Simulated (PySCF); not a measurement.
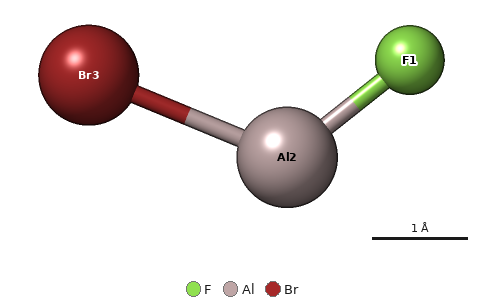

**Figure 1.** The starting structure (ball-and-stick view, seen at a tilt; atoms are numbered from 1 in the order of the input). Sticks mark near contacts. Bond lengths as drawn: Al–Br 2.27 Å and Al–F 1.65 Å.

**Run report: AlBrF, geometry relaxation (part 1 of 5)**

AlBrF, multiplicity 2, SMILES [F][Al][Br], computed with TPSSh/def2-SVP, UKS (PySCF 2.14.0).

The geometry comes from this level: PBE0-D4/def2-TZVP. Figures and captions count atoms from 1; the log counts them from 0 in places.

The program's output
```
#|     Arguments passed to driver run_optimizer():      |#
convergence_set           GAU_TIGHT
customengine              <pyscf.geomopt.geometric_solver.PySCFEngine object>
maxiter                   60
----------------------------------------------------------
Custom engine selected.
Bonds will be generated from interatomic distances less than 1.20 times sum of covalent radii
9 internal coordinates being used (instead of 9 Cartesians)
Internal coordinate system (atoms numbered from 1):
Distance 1-2
Distance 2-3
Angle 1-2-3
Translation-X 1-3
Translation-Y 1-3
Translation-Z 1-3
Rotation-A 1-3
Rotation-B 1-3
Rotation-C 1-3
<class 'geometric.internal.Distance'> : 2
<class 'geometric.internal.Angle'> : 1
<class 'geometric.internal.TranslationX'> : 1
<class 'geometric.internal.TranslationY'> : 1
<class 'geometric.internal.TranslationZ'> : 1
<class 'geometric.internal.RotationA'> : 1
<class 'geometric.internal.RotationB'> : 1
<class 'geometric.internal.RotationC'> : 1
> ===== Optimization Info: ====
> Job type: Energy minimization
> Maximum number of optimization cycles: 60
> Initial / maximum trust radius (Angstrom): 0.100 / 0.300
> Convergence Criteria:
> Will converge when all 5 criteria are reached:
>  |Delta-E| < 1.00e-06
>  RMS-Grad  < 1.00e-05
>  Max-Grad  < 1.50e-05
>  RMS-Disp  < 4.00e-05
>  Max-Disp  < 6.00e-05
> === End Optimization Info ===

Geometry optimization cycle 1
Cartesian coordinates (Angstrom)
 Atom        New coordinates             dX        dY        dZ
   F  -1.120000   1.016600  -0.510500    0.000000  0.000000  0.000000
  Al  -0.440000  -0.468200  -0.288800    0.000000  0.000000  0.000000
  Br   1.549000  -0.613200   0.786200    0.000000  0.000000  0.000000

WARN: Mole.unit (angstrom) is changed to Bohr

WARN: HOMO -0.18054909257953 >= LUMO -0.180549092579532

converged SCF energy = -2924.24463505777  <S^2> = 0.75169958  2S+1 = 2.0016989
--------------- DFUKS_Scanner gradients ---------------
         x                y                z
0 F     0.0062349790    -0.0131759715     0.0021144978
1 Al    -0.0024159172     0.0127206679    -0.0000338309
2 Br    -0.0038773930     0.0004454063    -0.0020515130
----------------------------------------------
cycle 1: E = -2924.24463506  dE = -2924.24  norm(grad) = 0.0201009
Step    0 : Gradient = 1.161e-02/1.473e-02 (rms/max) Energy = -2924.2446350578
Hessian Eigenvalues: 5.00000e-02 5.00000e-02 5.00000e-02 ... 1.59931e-01 2.50000e-01 4.29408e-01

Geometry optimization cycle 2
Cartesian coordinates (Angstrom)
 Atom        New coordinates             dX        dY        dZ
   F  -1.130849   1.026906  -0.516152   -0.010849  0.010306 -0.005652
  Al  -0.440032  -0.472396  -0.289838   -0.000032 -0.004196 -0.001038
  Br   1.561732  -0.618996   0.791965    0.012732 -0.005796  0.005765
converged SCF energy = -2924.24501634557  <S^2> = 0.75176209  2S+1 = 2.0017613
--------------- DFUKS_Scanner gradients ---------------
         x                y                z
0 F     0.0015270777    -0.0032024916     0.0005492544
1 Al    -0.0009648614     0.0030877455    -0.0002181719
2 Br    -0.0006170982     0.0000963841    -0.0003003101
----------------------------------------------
cycle 2: E = -2924.24501635  dE = -0.000381288  norm(grad) = 0.00488698
Step    1 : Displace = 1.294e-02/1.625e-02 (rms/max) Trust = 1.000e-01 (=) Grad = 2.822e-03/3.590e-03 (rms/max) E (change) = -2924.2450163456 (-3.813e-04) Quality = 1.214
Hessian Eigenvalues: 4.99812e-02 5.00000e-02 5.00000e-02 ... 1.55844e-01 2.49246e-01 3.41758e-01

Geometry optimization cycle 3
Cartesian coordinates (Angstrom)
 Atom        New coordinates             dX        dY        dZ
   F  -1.133542   1.030211  -0.518283   -0.002694  0.003305 -0.002130
  Al  -0.438853  -0.473427  -0.290073    0.001179 -0.001031 -0.000235
  Br   1.565506  -0.620514   0.793064    0.003774 -0.001519  0.001099
converged SCF energy = -2924.24503912477  <S^2> = 0.75177871  2S+1 = 2.0017779
--------------- DFUKS_Scanner gradients ---------------
         x                y                z
0 F     0.0001126945    -0.0002501924     0.0000742580
1 Al    -0.0002019683     0.0002204659    -0.0000912730
2 Br     0.0000357496     0.0000078888     0.0000485285
----------------------------------------------
cycle 3: E = -2924.24503912  dE = -2.27792e-05  norm(grad) = 0.000426888
Step    2 : Displace = 3.676e-03/4.909e-03 (rms/max) Trust = 1.414e-01 (+) Grad = 2.465e-04/3.126e-04 (rms/max) E (change) = -2924.2450391248 (-2.278e-05) Quality = 1.051
Hessian Eigenvalues: 4.96584e-02 5.00000e-02 5.00000e-02 ... 1.59413e-01 2.46377e-01 3.17122e-01

Geometry optimization cycle 4
Cartesian coordinates (Angstrom)
 Atom        New coordinates             dX        dY        dZ
   F  -1.133223   1.030691  -0.518903    0.000319  0.000480 -0.000621
  Al  -0.438014  -0.473191  -0.290251    0.000839  0.000236 -0.000177
  Br   1.566215  -0.620472   0.792764    0.000709  0.000042 -0.000300
converged SCF energy = -2924.24503928518  <S^2> = 0.75177927  2S+1 = 2.0017785
--------------- DFUKS_Scanner gradients ---------------
         x                y                z
0 F    -0.0000121230    -0.0000073920     0.0000305447
1 Al    -0.0000491562    -0.0000152838    -0.0000314428
2 Br     0.0000077395     0.0000006265     0.0000324881
----------------------------------------------
cycle 4: E = -2924.24503929  dE = -1.60415e-07  norm(grad) = 7.67394e-05
Step    3 : Displace = 3.328e-04/4.472e-04 (rms/max) Trust = 2.000e-01 (+) Grad = 4.431e-05/6.032e-05 (rms/max) E (change) = -2924.2450392852 (-1.604e-07) Quality = 0.771
Hessian Eigenvalues: 2.88117e-02 5.00000e-02 5.00000e-02 ... 1.54669e-01 2.34152e-01 4.04622e-01

Geometry optimization cycle 5
Cartesian coordinates (Angstrom)
 Atom        New coordinates             dX        dY        dZ
   F  -1.132336   1.031214  -0.519777    0.000887  0.000524 -0.000874
  Al  -0.436822  -0.472678  -0.290652    0.001192  0.000513 -0.000401
  Br   1.567254  -0.620229   0.792201    0.001039  0.000243 -0.000564
converged SCF energy = -2924.24503926717  <S^2> = 0.75177932  2S+1 = 2.0017785
--------------- DFUKS_Scanner gradients ---------------
         x                y                z
0 F    -0.0000682055     0.0000871220     0.0000094589
1 Al     0.0000440825    -0.0001034302     0.0000107576
2 Br    -0.0000296126    -0.0000056662     0.0000114393
----------------------------------------------
cycle 5: E = -2924.24503927  dE = 1.80171e-08  norm(grad) = 0.000161643
Step    4 : Displace = 2.382e-04/2.793e-04 (rms/max) Trust = 2.828e-01 (+) Grad = 9.332e-05/1.129e-04 (rms/max) E (change) = -2924.2450392672 (+1.802e-08) Quality = -0.181
Hessian Eigenvalues: 6.54703e-03 5.00000e-02 5.00000e-02 ... 1.63457e-01 2.49202e-01 5.80511e-01

Geometry optimization cycle 6
Cartesian coordinates (Angstrom)
 Atom        New coordinates             dX        dY        dZ
   F  -1.131554   1.031552  -0.520413    0.000782  0.000337 -0.000636
  Al  -0.435974  -0.472251  -0.291004    0.000848  0.000427 -0.000352
  Br   1.568050  -0.620000   0.791760    0.000796  0.000229 -0.000441
converged SCF energy = -2924.24503925793  <S^2> = 0.75177926  2S+1 = 2.0017785
--------------- DFUKS_Scanner gradients ---------------
         x                y                z
0 F    -0.0000704858     0.0000771650     0.0000072725
1 Al     0.0000613513    -0.0000894302     0.0000216469
2 Br    -0.0000448030    -0.0000095286     0.0000027731
----------------------------------------------
cycle 6: E = -2924.24503926  dE = 9.23683e-09  norm(grad) = 0.000159097
Step    5 : Displace = 1.136e-04/1.394e-04 (rms/max) Trust = 1.191e-04 (-) Grad = 9.185e-05/1.106e-04 (rms/max) E (change) = -2924.2450392579 (+9.237e-09) Quality = -0.083
Hessian Eigenvalues: 1.25422e-03 4.99998e-02 5.00000e-02 ... 1.80780e-01 3.19099e-01 3.49624e-01

Geometry optimization cycle 7
Cartesian coordinates (Angstrom)
 Atom        New coordinates             dX        dY        dZ
   F  -1.130969   1.031719  -0.520791    0.000585  0.000167 -0.000377
  Al  -0.435491  -0.471960  -0.291269    0.000483  0.000290 -0.000265
  Br   1.568561  -0.619817   0.791473    0.000511  0.000184 -0.000286
converged SCF energy = -2924.24503926913  <S^2> = 0.75177918  2S+1 = 2.0017784
--------------- DFUKS_Scanner gradients ---------------
         x                y                z
0 F    -0.0000401628     0.0000076554     0.0000169442
1 Al     0.0000273084    -0.0000181628     0.0000101702
2 Br    -0.0000412534    -0.0000110688     0.0000045931
----------------------------------------------
cycle 7: E = -2924.24503927  dE = -1.12054e-08  norm(grad) = 7.05924e-05
Step    6 : Displace = 5.929e-05/7.848e-05 (rms/max) Trust = 5.680e-05 (-) Grad = 4.076e-05/4.426e-05 (rms/max) E (change) = -2924.2450392691 (-1.121e-08) Quality = 0.115
Hessian Eigenvalues: 1.08433e-03 5.00000e-02 5.00000e-02 ... 1.70534e-01 2.38326e-01 4.26570e-01

Geometry optimization cycle 8
Cartesian coordinates (Angstrom)
 Atom        New coordinates             dX        dY        dZ
   F  -1.130274   1.031974  -0.521254    0.000694  0.000255 -0.000463
  Al  -0.434898  -0.471667  -0.291595    0.000593  0.000293 -0.000326
  Br   1.569197  -0.619591   0.791134    0.000636  0.000226 -0.000340
converged SCF energy = -2924.2450392635  <S^2> = 0.75177921  2S+1 = 2.0017784
--------------- DFUKS_Scanner gradients ---------------
         x                y                z
0 F    -0.0000278665    -0.0000211731     0.0000208764
1 Al     0.0000080454     0.0000120684     0.0000026599
2 Br    -0.0000344605    -0.0000122576     0.0000082109
----------------------------------------------
cycle 8: E = -2924.24503926  dE = 5.63386e-09  norm(grad) = 5.73001e-05
Step    7 : Displace = 2.941e-05/3.864e-05 (rms/max) Trust = 2.840e-05 (-) Grad = 3.308e-05/4.075e-05 (rms/max) E (change) = -2924.2450392635 (+5.634e-09) Quality = -0.055
Hessian Eigenvalues: 5.50195e-04 4.99730e-02 5.00000e-02 ... 1.29104e-01 1.95124e-01 6.28613e-01

Geometry optimization cycle 9
Cartesian coordinates (Angstrom)
 Atom        New coordinates             dX        dY        dZ
   F  -1.130147   1.032018  -0.521312    0.000128  0.000044 -0.000058
  Al  -0.434825  -0.471647  -0.291657    0.000073  0.000020 -0.000062
  Br   1.569289  -0.619539   0.791082    0.000093  0.000052 -0.000052
converged SCF energy = -2924.24503926376  <S^2> = 0.75177921  2S+1 = 2.0017784
--------------- DFUKS_Scanner gradients ---------------
         x                y                z
0 F    -0.0000263269    -0.0000215214     0.0000217340
1 Al     0.0000027289     0.0000117052    -0.0000003241
2 Br    -0.0000307065    -0.0000115033     0.0000103499
----------------------------------------------
cycle 9: E = -2924.24503926  dE = -2.63753e-10  norm(grad) = 5.43649e-05
Step    8 : Displace = 2.417e-05/2.964e-05 (rms/max) Trust = 1.420e-05 (-) Grad = 3.139e-05/4.036e-05 (rms/max) E (change) = -2924.2450392638 (-2.638e-10) Quality = 0.015
Hessian Eigenvalues: 3.87100e-04 4.99361e-02 5.00000e-02 ... 1.02117e-01 1.91204e-01 4.45509e-01

Geometry optimization cycle 10
Cartesian coordinates (Angstrom)
 Atom        New coordinates             dX        dY        dZ
   F  -1.130084   1.032041  -0.521338    0.000063  0.000023 -0.000026
  Al  -0.434792  -0.471643  -0.291687    0.000034  0.000004 -0.000030
  Br   1.569332  -0.619512   0.791057    0.000042  0.000027 -0.000025
converged SCF energy = -2924.24503926393  <S^2> = 0.75177922  2S+1 = 2.0017784
--------------- DFUKS_Scanner gradients ---------------
         x                y                z
0 F    -0.0000267230    -0.0000186787     0.0000218148
1 Al     0.0000012182     0.0000083474    -0.0000014853
2 Br    -0.0000288081    -0.0000109695     0.0000114382
----------------------------------------------
cycle 10: E = -2924.24503926  dE = -1.65528e-10  norm(grad) = 5.18974e-05
Step    9 : Displace = 1.522e-05/1.898e-05 (rms/max) Trust = 7.100e-06 (-) Grad = 2.996e-05/3.923e-05 (rms/max) E (change) = -2924.2450392639 (-1.655e-10) Quality = 0.020
Hessian Eigenvalues: 3.54071e-04 4.99269e-02 5.00000e-02 ... 1.11567e-01 2.04894e-01 3.65819e-01

Geometry optimization cycle 11
Cartesian coordinates (Angstrom)
 Atom        New coordinates             dX        dY        dZ
   F  -1.130056   1.032052  -0.521350    0.000028  0.000011 -0.000012
  Al  -0.434776  -0.471641  -0.291700    0.000016  0.000002 -0.000013
  Br   1.569350  -0.619500   0.791045    0.000019  0.000012 -0.000011
converged SCF energy = -2924.24503926393  <S^2> = 0.75177922  2S+1 = 2.0017784
--------------- DFUKS_Scanner gradients ---------------
         x                y                z
0 F    -0.0000269094    -0.0000174782     0.0000218416
1 Al     0.0000007008     0.0000069464    -0.0000019122
2 Br    -0.0000281080    -0.0000107611     0.0000118416
----------------------------------------------
cycle 11: E = -2924.24503926  dE = 2.72848e-12  norm(grad) = 5.10406e-05
Step   10 : Displace = 6.422e-06/7.967e-06 (rms/max) Trust = 4.000e-06 (-) Grad = 2.947e-05/3.882e-05 (rms/max) E (change) = -2924.2450392639 (+2.728e-12) Quality = -0.001
Hessian Eigenvalues: 3.47621e-04 4.98890e-02 4.99999e-02 ... 1.07688e-01 2.10845e-01 3.47975e-01

Geometry optimization cycle 12
Cartesian coordinates (Angstrom)
 Atom        New coordinates             dX        dY        dZ
   F  -1.130029   1.032062  -0.521362    0.000028  0.000010 -0.000012
  Al  -0.434760  -0.471639  -0.291713    0.000016  0.000002 -0.000013
  Br   1.569369  -0.619488   0.791034    0.000019  0.000012 -0.000011
converged SCF energy = -2924.24503926392  <S^2> = 0.75177923  2S+1 = 2.0017784
--------------- DFUKS_Scanner gradients ---------------
         x                y                z
0 F    -0.0000272783    -0.0000158603     0.0000218057
1 Al     0.0000005293     0.0000050815    -0.0000021900
2 Br    -0.0000275714    -0.0000105061     0.0000121586
----------------------------------------------
cycle 12: E = -2924.24503926  dE = 5.91172e-12  norm(grad) = 5.02039e-05
Step   11 : Displace = 6.120e-06/7.530e-06 (rms/max) Trust = 4.000e-06 (=) Grad = 2.899e-05/3.836e-05 (rms/max) E (change) = -2924.2450392639 (+5.912e-12) Quality = -0.002
Hessian Eigenvalues: 3.31009e-04 4.99004e-02 5.00000e-02 ... 1.19108e-01 2.06484e-01 3.90904e-01

Geometry optimization cycle 13
Cartesian coordinates (Angstrom)
 Atom        New coordinates             dX        dY        dZ
   F  -1.130000   1.032072  -0.521374    0.000028  0.000010 -0.000013
  Al  -0.434744  -0.471636  -0.291727    0.000017  0.000003 -0.000013
  Br   1.569389  -0.619476   0.791022    0.000019  0.000012 -0.000012
converged SCF energy = -2924.24503926385  <S^2> = 0.75177923  2S+1 = 2.0017784
--------------- DFUKS_Scanner gradients ---------------
         x                y                z
0 F    -0.0000273532    -0.0000149609     0.0000218656
1 Al     0.0000000483     0.0000039814    -0.0000025688
2 Br    -0.0000270196    -0.0000102971     0.0000124807
----------------------------------------------
cycle 13: E = -2924.24503926  dE = 6.95763e-11  norm(grad) = 4.96431e-05
Step   12 : Displace = 5.786e-06/7.010e-06 (rms/max) Trust = 4.000e-06 (=) Grad = 2.866e-05/3.808e-05 (rms/max) E (change) = -2924.2450392639 (+6.958e-11) Quality = -0.019
Hessian Eigenvalues: 3.44561e-04 4.98824e-02 5.00000e-02 ... 1.10625e-01 2.08901e-01 3.66618e-01

Geometry optimization cycle 14
Cartesian coordinates (Angstrom)
 Atom        New coordinates             dX        dY        dZ
   F  -1.129969   1.032084  -0.521389    0.000031  0.000011 -0.000014
  Al  -0.434725  -0.471632  -0.291741    0.000019  0.000004 -0.000015
  Br   1.569411  -0.619463   0.791009    0.000022  0.000013 -0.000013
converged SCF energy = -2924.24503926371  <S^2> = 0.75177924  2S+1 = 2.0017784
--------------- DFUKS_Scanner gradients ---------------
         x                y                z
0 F    -0.0000277552    -0.0000132911     0.0000218185
1 Al     0.0000001039     0.0000020402    -0.0000027306
2 Br    -0.0000266781    -0.0000100164     0.0000126929
----------------------------------------------
cycle 14: E = -2924.24503926  dE = 1.36424e-10  norm(grad) = 4.90698e-05
Step   13 : Displace = 6.041e-06/7.277e-06 (rms/max) Trust = 4.000e-06 (=) Grad = 2.833e-05/3.772e-05 (rms/max) E (change) = -2924.2450392637 (+1.364e-10) Quality = -0.033
Hessian Eigenvalues: 3.10340e-04 4.98265e-02 5.00000e-02 ... 1.16909e-01 2.02043e-01 4.50989e-01

Geometry optimization cycle 15
Cartesian coordinates (Angstrom)
 Atom        New coordinates             dX        dY        dZ
   F  -1.129940   1.032094  -0.521402    0.000029  0.000010 -0.000014
  Al  -0.434707  -0.471628  -0.291755    0.000018  0.000004 -0.000014
  Br   1.569431  -0.619451   0.790997    0.000021  0.000012 -0.000012
converged SCF energy = -2924.24503926362  <S^2> = 0.75177923  2S+1 = 2.0017784
--------------- DFUKS_Scanner gradients ---------------
         x                y                z
0 F    -0.0000274470    -0.0000132950     0.0000219904
1 Al    -0.0000009421     0.0000019062    -0.0000033141
2 Br    -0.0000259450    -0.0000098696     0.0000131076
----------------------------------------------
cycle 15: E = -2924.24503926  dE = 9.1859e-11  norm(grad) = 4.86985e-05
Step   14 : Displace = 5.304e-06/6.277e-06 (rms/max) Trust = 4.000e-06 (=) Grad = 2.812e-05/3.760e-05 (rms/max) E (change) = -2924.2450392636 (+9.186e-11) Quality = -0.024
Hessian Eigenvalues: 3.97733e-04 4.96982e-02 5.00000e-02 ... 8.53888e-02 2.21532e-01 4.26389e-01

Geometry optimization cycle 16
Cartesian coordinates (Angstrom)
 Atom        New coordinates             dX        dY        dZ
   F  -1.129899   1.032109  -0.521422    0.000041  0.000015 -0.000020
  Al  -0.434681  -0.471622  -0.291774    0.000026  0.000006 -0.000019
  Br   1.569461  -0.619434   0.790979    0.000029  0.000017 -0.000018
converged SCF energy = -2924.24503926341  <S^2> = 0.75177923  2S+1 = 2.0017784
--------------- DFUKS_Scanner gradients ---------------
         x                y                z
0 F    -0.0000274922    -0.0000123379     0.0000220770
1 Al    -0.0000014452     0.0000007070    -0.0000037176
2 Br    -0.0000254033    -0.0000096155     0.0000134287
```
